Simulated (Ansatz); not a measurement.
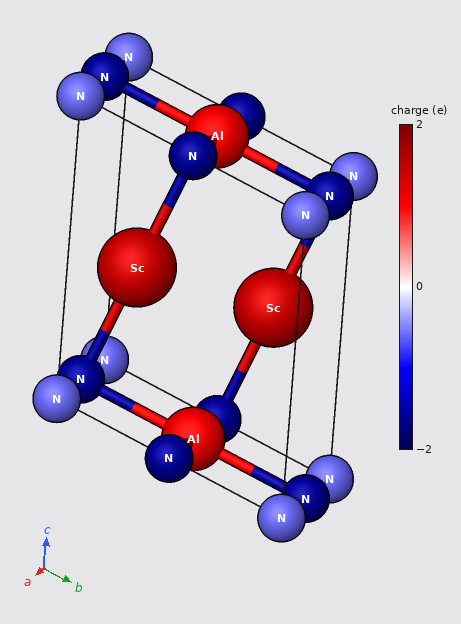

Ball-and-stick model, viewed slightly off an axis. The cell (the run's own, in a reduced setting) is outlined; an atom on or near a face, edge or corner is repeated at each equivalent position. The atoms of this Sc2AlN3 cell are coloured by their Bader charge.

The numbers come from DFT PBE, scalar-relativistic, plane waves, PAW in Ansatz, using a 420 eV plane-wave basis, k-points about 0.18 Å⁻¹ apart, Gaussian smearing of 0.1 eV, no spin polarisation.

Q: Describe the charge distribution among the elements.

A: Most positive: Sc; most negative: N. Charges: about Sc +1.3 e; Al +1.0 e; N -1.5 to -0.6 e.

The model was built from a random cell made by a generator, so it need not be a real form of the compound. Earlier steps of the study may have refined or changed the cell and positions. It was run through Ansatz as a DFT input.
